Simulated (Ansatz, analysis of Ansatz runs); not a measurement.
# A hop of O in TiO2 (Pbcn), charge +2

How high is the barrier when O changes place in TiO2 (Pbcn)? The case: V_O hop (2.6 Å), charge +2, in a cell of 96 host atoms with 1 O taken out.

Main program and level: Ansatz 0.2.0; plane-wave PAW DFT, PBEsol; nudged elastic band between two relaxed defect structures at fixed charge in a uniform background.

**1. Starting point**

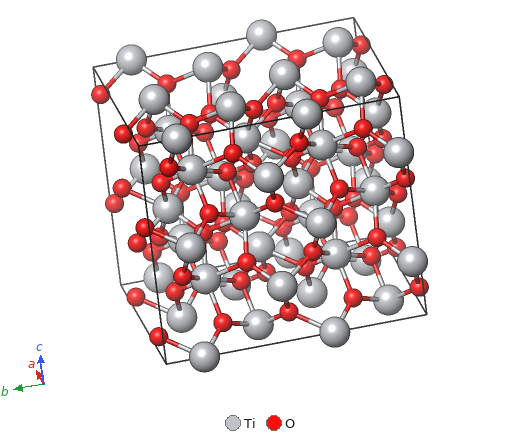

Start, viewed from a free direction; titanium light grey, oxygen red. Some periodic images of atoms are drawn too.

The cell holds 95 atoms: 32 Ti and 63 O. Its edges and angles: a = 9.076 Å, b = 10.990 Å, c = 9.758 Å, α = 90.0°, β = 90.0°, γ = 90.0°. It derives from TiO2 (space group Pbcn). Nearest the centre at fractional (0.500, 0.559, 0.625): O93 at 1.32 Å, Ti61 at 1.61 Å, O19 at 2.32 Å, O53 at 2.32 Å, Ti87 at 2.46 Å, Ti75 at 2.46 Å, O45 at 2.50 Å, O83 at 2.50 Å. The cell carries charge +2.

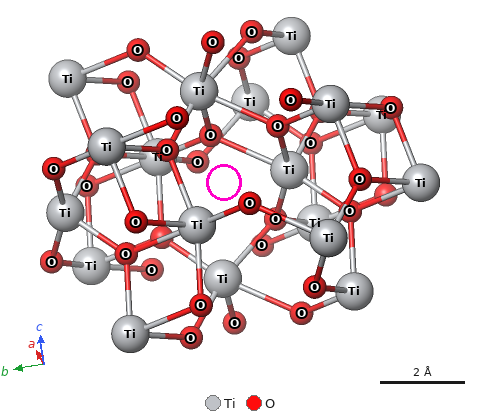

The atoms within 5 Å of the centre. A ring marks the centre wherever it is empty.

The cell's shortest repeat is 9.1 Å.

**2. Relaxation of the start point, charge +2**

The ends come first: from an unrelaxed start the top is counted from too high an energy, and the barrier comes out too low. Small random displacements break the symmetry of the ideal sites, so that the defect can distort if it gains by it. The charge of +2 is set by the electron count, and a uniform background keeps the cell neutral.

Input file qp2.start/input.yaml:

```yaml
crystal:
  lattice:
    - [9.07556403, 0.0, 0.0]
    - [0.0, 10.98982655, 0.0]
    - [0.0, 0.0, 9.75788854]
  atoms:
    - { symbol: Ti, position: [0.25, 0.33756261, 0.375] }
    - { symbol: Ti, position: [0.0, 0.41243739, 0.125] }
[... 3 atom lines left out ...]
    - { symbol: O, position: [0.11421686, 0.44089157, 0.45939706] }
    - { symbol: O, position: [0.38578314, 0.44089157, 0.29060294] }
[... 5 atom lines left out ...]
    - { symbol: Ti, position: [0.25, 0.33756261, 0.875] }
    - { symbol: Ti, position: [0.0, 0.41243739, 0.625] }
[... 2 atom lines left out ...]
    - { symbol: O, position: [0.36421686, 0.30910843, 0.54060295] }
[... 1 atom line left out ...]
    - { symbol: O, position: [0.38578314, 0.44089157, 0.79060294] }
    - { symbol: O, position: [0.13578314, 0.30910843, 0.70939706] }
    - { symbol: O, position: [0.36421686, 0.19089157, 0.79060294] }
[... 3 atom lines left out ...]
    - { symbol: Ti, position: [0.25, 0.83756261, 0.375] }
[... 7 atom lines left out ...]
    - { symbol: O, position: [0.36421686, 0.69089157, 0.29060294] }
[... 1 atom line left out ...]
    - { symbol: O, position: [0.38578314, 0.55910843, 0.04060294] }
    - { symbol: O, position: [0.13578314, 0.69089157, 0.45939706] }
    - { symbol: Ti, position: [0.25, 0.83756261, 0.875] }
[... 1 atom line left out ...]
    - { symbol: Ti, position: [0.25, 0.66243739, 0.625] }
[... 1 atom line left out ...]
    - { symbol: O, position: [0.36421686, 0.80910843, 0.54060295] }
[... 1 atom line left out ...]
    - { symbol: O, position: [0.38578314, 0.94089157, 0.79060294] }
    - { symbol: O, position: [0.13578314, 0.80910843, 0.70939706] }
    - { symbol: O, position: [0.36421686, 0.69089157, 0.79060294] }
    - { symbol: O, position: [0.11421686, 0.55910843, 0.70939706] }
    - { symbol: O, position: [0.13578314, 0.69089157, 0.95939706] }
    - { symbol: Ti, position: [0.75, 0.33756261, 0.375] }
[... 4 atom lines left out ...]
    - { symbol: O, position: [0.61421686, 0.44089157, 0.45939706] }
[... 5 atom lines left out ...]
    - { symbol: O, position: [0.63578314, 0.19089157, 0.45939706] }
    - { symbol: Ti, position: [0.75, 0.33756261, 0.875] }
    - { symbol: Ti, position: [0.5, 0.41243739, 0.625] }
[... 2 atom lines left out ...]
    - { symbol: O, position: [0.86421686, 0.30910843, 0.54060295] }
    - { symbol: O, position: [0.61421686, 0.44089157, 0.95939706] }
    - { symbol: O, position: [0.88578314, 0.44089157, 0.79060294] }
    - { symbol: O, position: [0.63578314, 0.30910843, 0.70939706] }
[... 4 atom lines left out ...]
    - { symbol: Ti, position: [0.75, 0.83756261, 0.375] }
[... 2 atom lines left out ...]
    - { symbol: Ti, position: [0.5, 0.58756261, 0.375] }
[... 1 atom line left out ...]
    - { symbol: O, position: [0.61421686, 0.94089157, 0.45939706] }
[... 3 atom lines left out ...]
    - { symbol: O, position: [0.61421686, 0.55910843, 0.20939706] }
[... 1 atom line left out ...]
    - { symbol: O, position: [0.63578314, 0.69089157, 0.45939706] }
    - { symbol: Ti, position: [0.75, 0.83756261, 0.875] }
    - { symbol: Ti, position: [0.5, 0.91243739, 0.625] }
    - { symbol: Ti, position: [0.75, 0.66243739, 0.625] }
    - { symbol: Ti, position: [0.5, 0.58756261, 0.875] }
    - { symbol: O, position: [0.86421686, 0.80910843, 0.54060295] }
[... 2 atom lines left out ...]
    - { symbol: O, position: [0.63578314, 0.80910843, 0.70939706] }
    - { symbol: O, position: [0.86421686, 0.69089157, 0.79060294] }
    - { symbol: O, position: [0.61421686, 0.55910843, 0.70939706] }
    - { symbol: O, position: [0.88578314, 0.55910843, 0.54060295] }
    - { symbol: O, position: [0.63578314, 0.69089157, 0.95939706] }
total_charge: 2
basis:
  ecutwfc: 420
  xc_grid: 2
hamiltonian:
  xc: pbesol
kpoints:
  mp_grid: { grid: [1, 1, 1], shift: [0.25, 0.25, 0.25] }
scf:
  occupations: { method: fixed }
  max_iter: 150
output:
  forces: true
relax:
  f_tol: 0.02
  max_steps: 70
  random_displacement: { amplitude: 0.03, seed: 1662 }
```

Launch:

```bash
$ ansatz run input.yaml --threads 32 --pin off --max-ram 84787MiB --backend cuda --events-out ev --progress --plain --runs-dir out --max-vram 78GiB
```

Numbers of over 12 decimals in the logs are rounded to 6 here.

The log of the run:

```text
[... repeated set-up lines and file paths are left out, and long positions are rounded to six places ...]
The last accepted step is kept in <dir> (removed where the run ends without a failure and the disk answers)
Engine: ansatz 0.2.0, aarch64-unknown-linux-gnu
Pseudopotentials: kind: paw
Pseudopotential: Ti, paw, valence charge 12, recommended cutoff 420 eV (normal), Ti.paw.azcp
Pseudopotential: O, paw, valence charge 6, recommended cutoff 420 eV (normal), O.paw.azcp
Functional definition: PBEsol
  exchange = pbesol_x
  correlation = pbesol_c
[...]
Crystal: 95 atoms, lattice volume = 973.241 Å³
Basis set: ecut = 420 eV, 19047 PW (Γ), exchange–correlation on 128×150×144 points (8 copies of the dense FFT grid, shifted against one another)
Bands: 475, of which v1, the nominal top of the filled ones, is band 380 counted from 1 (379 counted from 0)
Symmetry: 1 space group operations
k-points: 1
Non-local potential: Ti, projectors of the file, l = 0: 3, l = 1: 2, l = 2: 3, l = 3: 1
Non-local potential: O, projectors of the file, l = 0: 2, l = 1: 2, l = 2: 1
PAW form: soft (Blöchl's): semilocal exchange-correlation on the pseudo side does not see the compensation charge
PAW frozen core: Ti, regenerated for the run's functional, and the local potential with it (the file was generated under x = pbe(κ = 0.804, μ = 0.219515), c = pbe(β = 0.066725))
PAW frozen core: O, regenerated for the run's functional, and the local potential with it (the file was generated under x = pbe(κ = 0.804, μ = 0.219515), c = pbe(β = 0.066725))
PAW one-centre angular grid: Ti, 590 points (default); XC on 64 Gauss nodes
PAW one-centre angular grid: O, 110 points (default); XC on 64 Gauss nodes
Initial density: superposition of atomic densities (neutral atoms scaled as one to the charged cell's electrons: chi_scale 0, normalization atom), corrected by the library's trained network
Initial wavefunctions: pseudopotential atomic-orbital guess
[...]
Functional: x = pbesol(κ = 0.804, μ = 0.123457), c = pbesol(β = 0.046)
SCF iter   1: F=—  HF=-114651.886073 eV  |F-HF|=—  |Δ(HF+E_count)|=         —  Δρ=2.02e-2  dr2=5.74e0  ethr=1.77e-3  ⟨swp⟩=5.0  Hψ=1447  notcnv=0  defer=92
preconditioner: auto → Resta (q_TF=auto, 2.618 Å⁻¹)  ε∞=9.1  [insulator: Δε(μ)=1.719 eV  Ē_g=9.398 eV  n_scr=282 (ndim 8)  ℏωp=26.7 eV  f_vac=0.015  ε∞_Penn≈9.1]
SCF iter   2: F=—  HF=-114651.094401 eV  |F-HF|=—  |Δ(HF+E_count)|=   7.92e-1  Δρ=1.02e-2  dr2=1.46e0  ethr=7.55e-4  ⟨swp⟩=3.0  Hψ=703  notcnv=0  defer=93
[...]
SCF iter  10: F=-114650.805810 eV  HF=-114650.805813 eV  |F-HF|=2.66e-6  |Δ(HF+E_count)|=   2.60e-6  Δρ=2.24e-5  dr2=6.05e-6  ethr=1.32e-9  ⟨swp⟩=4.0  Hψ=1242  notcnv=0
SCF 1 converged in 10 iterations: F = -114650.805810 eV  dr2 = 6.05e-6
  greatest PAW one-centre occupation: 0.999 electrons in one spin orbital (limit 2), on the Ti atom at site 62 (counted from 0), in its partial waves of l = 0
relax step   1: F+E_penalty+E_count = -114650.80581011 eV  Δ(F+E_penalty+E_count) = +0.000e0 eV  max|allowed force component| = 4.003e0 eV/Å  Δτ_max = 0.0000 Å  (10 SCF iters, dr2 threshold 1.00e-5 eV, accepted)
[... the SCF cycles and remarks between the steps are left out from here to the last step ...]
relax step   2: F+E_penalty+E_count = -114653.22258694 eV  Δ(F+E_penalty+E_count) = -2.417e0 eV  max|allowed force component| = 1.921e0 eV/Å  Δτ_max = 0.1948 Å  (8 SCF iters, dr2 threshold 1.00e-4 eV, accepted)
relax step   3: F+E_penalty+E_count = -114654.00676539 eV  Δ(F+E_penalty+E_count) = -7.842e-1 eV  max|allowed force component| = 5.769e-1 eV/Å  Δτ_max = 0.2000 Å  (7 SCF iters, dr2 threshold 1.00e-4 eV, accepted)
relax step   4: F+E_penalty+E_count = -114654.14682297 eV  Δ(F+E_penalty+E_count) = -1.401e-1 eV  max|allowed force component| = 3.032e-1 eV/Å  Δτ_max = 0.0801 Å  (7 SCF iters, dr2 threshold 3.00e-5 eV, accepted)
relax step   5: F+E_penalty+E_count = -114654.15756317 eV  Δ(F+E_penalty+E_count) = -1.074e-2 eV  max|allowed force component| = 9.388e-2 eV/Å  Δτ_max = 0.0333 Å  (6 SCF iters, dr2 threshold 8.29e-6 eV, accepted)
relax step   6: F+E_penalty+E_count = -114654.15928590 eV  Δ(F+E_penalty+E_count) = -1.723e-3 eV  max|allowed force component| = 1.705e-2 eV/Å  Δτ_max = 0.0131 Å  (7 SCF iters, dr2 threshold 8.45e-7 eV, accepted)
[...]
SCF 7 converged in 2 iterations: F = -114654.159286 eV  dr2 = 5.94e-8
relax step   7: F+E_penalty+E_count = -114654.15928593 eV  Δ(F+E_penalty+E_count) = -2.656e-8 eV  max|allowed force component| = 1.703e-2 eV/Å  Δτ_max = 0.0000 Å  (2 SCF iters, accepted)
SCF converged after 2 iterations
[...]
- { symbol: Ti, position: [-0.010870, 0.921881, 0.618899] }
    - { symbol: Ti, position: [0.222086, 0.690904, 0.641325] }
    - { symbol: Ti, position: [0.000794, 0.587379, 0.874348] }
    - { symbol: O, position: [0.364006, 0.801930, 0.543016] }
    - { symbol: O, position: [0.114163, 0.942560, 0.961969] }
    - { symbol: O, position: [0.385163, 0.940209, 0.791599] }
    - { symbol: O, position: [0.126261, 0.814333, 0.717791] }
    - { symbol: O, position: [0.360591, 0.691799, 0.790020] }
    - { symbol: O, position: [0.112829, 0.559532, 0.709211] }
    - { symbol: O, position: [0.136620, 0.691051, 0.961314] }
    - { symbol: Ti, position: [0.747547, 0.338303, 0.376753] }
    - { symbol: Ti, position: [0.500599, 0.407585, 0.117718] }
    - { symbol: Ti, position: [0.750232, 0.160836, 0.127832] }
    - { symbol: Ti, position: [0.498512, 0.088026, 0.377626] }
    - { symbol: O, position: [0.866348, 0.307790, 0.044037] }
    - { symbol: O, position: [0.604657, 0.445530, 0.461360] }
    - { symbol: O, position: [0.885832, 0.440117, 0.292784] }
    - { symbol: O, position: [0.635597, 0.308849, 0.210723] }
    - { symbol: O, position: [0.863526, 0.192276, 0.293818] }
    - { symbol: O, position: [0.614378, 0.057596, 0.212147] }
    - { symbol: O, position: [0.886391, 0.058582, 0.042770] }
    - { symbol: O, position: [0.633880, 0.192685, 0.463310] }
    - { symbol: Ti, position: [0.759127, 0.336017, 0.882443] }
    - { symbol: Ti, position: [0.512395, 0.399952, 0.634901] }
    - { symbol: Ti, position: [0.749821, 0.160331, 0.627105] }
    - { symbol: Ti, position: [0.501065, 0.088162, 0.875612] }
    - { symbol: O, position: [0.862185, 0.309717, 0.541655] }
    - { symbol: O, position: [0.613245, 0.439219, 0.955527] }
    - { symbol: O, position: [0.885647, 0.440118, 0.790618] }
    - { symbol: O, position: [0.639382, 0.300938, 0.715450] }
    - { symbol: O, position: [0.865553, 0.190454, 0.791723] }
    - { symbol: O, position: [0.615008, 0.056641, 0.710410] }
    - { symbol: O, position: [0.886086, 0.058782, 0.538580] }
    - { symbol: O, position: [0.636939, 0.189612, 0.962701] }
    - { symbol: Ti, position: [0.748703, 0.837020, 0.375078] }
    - { symbol: Ti, position: [0.504733, 0.914913, 0.128186] }
    - { symbol: Ti, position: [0.762595, 0.670538, 0.115610] }
    - { symbol: Ti, position: [0.519389, 0.585329, 0.349070] }
    - { symbol: O, position: [0.865444, 0.809363, 0.037609] }
    - { symbol: O, position: [0.613714, 0.939943, 0.460768] }
    - { symbol: O, position: [0.885908, 0.940735, 0.290803] }
    - { symbol: O, position: [0.635946, 0.807564, 0.209794] }
    - { symbol: O, position: [0.865849, 0.690579, 0.289050] }
    - { symbol: O, position: [0.622728, 0.557659, 0.199260] }
    - { symbol: O, position: [0.887601, 0.558005, 0.040094] }
    - { symbol: O, position: [0.634631, 0.689085, 0.456927] }
    - { symbol: Ti, position: [0.746680, 0.837756, 0.869799] }
    - { symbol: Ti, position: [0.497638, 0.912010, 0.624362] }
    - { symbol: Ti, position: [0.747738, 0.660713, 0.623530] }
    - { symbol: Ti, position: [0.496795, 0.587795, 0.873312] }
    - { symbol: O, position: [0.862789, 0.807782, 0.540748] }
    - { symbol: O, position: [0.614355, 0.939741, 0.960129] }
    - { symbol: O, position: [0.883333, 0.942021, 0.789557] }
    - { symbol: O, position: [0.633577, 0.807037, 0.707740] }
    - { symbol: O, position: [0.861072, 0.688374, 0.788939] }
    - { symbol: O, position: [0.601475, 0.557240, 0.698951] }
    - { symbol: O, position: [0.884338, 0.558116, 0.540044] }
    - { symbol: O, position: [0.635557, 0.689480, 0.956297] }
```

Elapsed: 5.2 s, on 1 × NVIDIA GB200 with 32 threads of Arm Neoverse V2, shared host; peak memory 1.4 GiB.

Step by step:

```tsv
step	energy less that of the first step (eV)	largest force component (eV/Å)
1	0.0000	4.0030
2	-2.4168	1.9209
3	-3.2010	0.5769
4	-3.3410	0.3032
5	-3.3518	0.0939
6	-3.3535	0.0170
7	-3.3535	0.0170
```

The atoms that moved most (Å, from the sites as typed, ahead of the random displacement, the mean shift of all atoms taken out):

```tsv
atom	dx	dy	dz	length
Ti39	-0.255	0.315	0.157	0.435
Ti75	0.174	-0.022	-0.255	0.310
Ti61	0.111	-0.135	0.095	0.199
Ti74	0.113	0.091	-0.094	0.173
Ti38	-0.100	0.106	-0.061	0.158
O93	-0.117	-0.018	-0.104	0.158
Ti37	0.054	0.041	0.129	0.146
O44	-0.088	0.060	0.080	0.133
```

Neighbours of O93 at the end:

```tsv
atom	distance (Å)
Ti86	1.897
Ti87	1.977
Ti61	2.008
O19	2.491
O53	2.624
O91	2.762
O45	2.785
O83	2.787
O65	2.822
O67	2.842
```

This step gave:

```
free energy                                                                                       : -114654.1593 eV
r.m.s. move of the farther half of the atoms                                                      : 0.04448 Å
largest move from the ideal geometry of this structure, a common shift of the far atoms taken out : 0.4348 Å
```

The relaxation gained 3.353 eV and ended with a largest force component of 0.017 eV/Å.

(Part 1 of 4 ends here.)

[Logs are printed without paths, hosts, clocks, repeated set-up lines and the standing remarks that a program may print on its own settings, such as how far it seeks lower states.]

[Hosts, paths, dates, database ids (printed as entryN), source tags and the programs' standing remarks are cut or masked in the printed files.]
